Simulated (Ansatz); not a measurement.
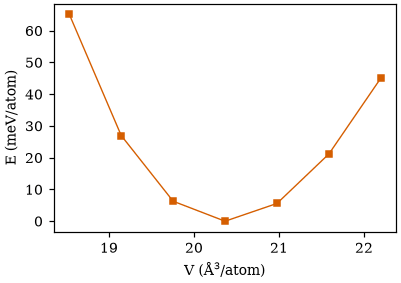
TePd (CsCl type, Pm-3m) under volume change, the program Ansatz at the r²SCAN level (PAW), scaled uniformly.

Q: What does a third-order Birch–Murnaghan fit give for V₀, B₀ and B′?

A: V₀ = 20.36 Å³/atom, B₀ = 105 GPa, B′ = 5.2.

The cell is a constructed one: a structure type filled with these elements; neither database checked (COD, Materials Project) lists it. COD files the formula under space group No. 194, so this cell is another polymorph or a model. Its standing as an ambient phase is unchecked. The cell was relaxed with r²SCAN under the symmetry of its start; whether a distortion lowers the energy is not shown. The run is not spin-polarised. Scalar-relativistic: spin–orbit coupling is off unless named, which matters more the heavier the elements.

Potentials: the earlier of the program's two PAW sets.
